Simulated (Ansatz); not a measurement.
**Fields on a plane of NiO (rock salt)**

```xyz
2
Lattice="0.0000 2.0953 2.0953 2.0953 0.0000 2.0953 2.0953 2.0953 0.0000" Properties=species:S:1:pos:R:3 pbc="T T T"
O      0.0000     0.0000     0.0000
Ni     2.0953     2.0953     2.0953
```

The slice is a {111} plane (indices of the conventional cell) through the point (0.000, 0.000, 0.000) (fractional), spanned by u = [100] and v = [-1 2 0] in vectors of this cell: u (2.96 Å) and v (5.13 Å, at 90° to u). It covers one period; positions are fractions (u, v).

Atoms on it: O at (0.00, 0.00); O at (0.50, 0.50).

These are r2SCAN (plane waves to 500 eV, PAW, scalar-relativistic; Ansatz, a quantum-chemistry and plane-wave program) values and carry that method's errors. k mesh 13×13×13. Inside the PAW spheres the values are not all-electron values, and peaks at nuclei hang on which shells count as valence. NiO is run spin-polarised and with no Hubbard U; the real compound is an antiferromagnetic insulator, a state that this run doesn't describe. NiO was relaxed with its symmetry unable to fall. Relaxed NiO ends ferromagnetic. The PAW data are Ansatz's earlier set. Other magnetic orders were not checked, so this need not be the ground state.

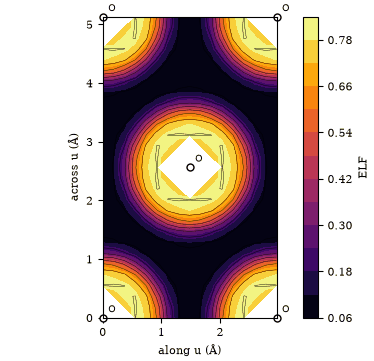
*ELF of the down spins, one period of the plane, atoms marked. Points within 0.4 Å of a nucleus are left white, as the pseudised field means little there.*

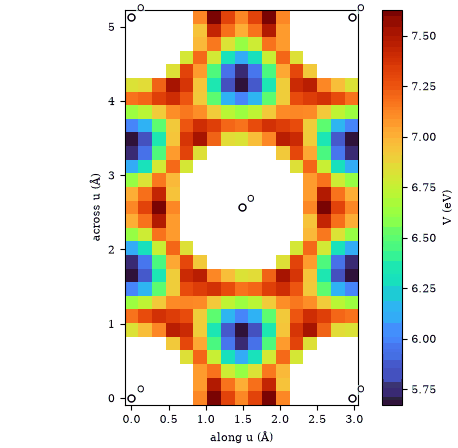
*Electrostatic potential energy of an electron, from the cell's mean, in eV, one period of the plane, atoms marked. Points within 0.9 Å of a nucleus are left white, as the pseudised field means little there. The zero, the cell's mean, hangs on the PAW cores.*
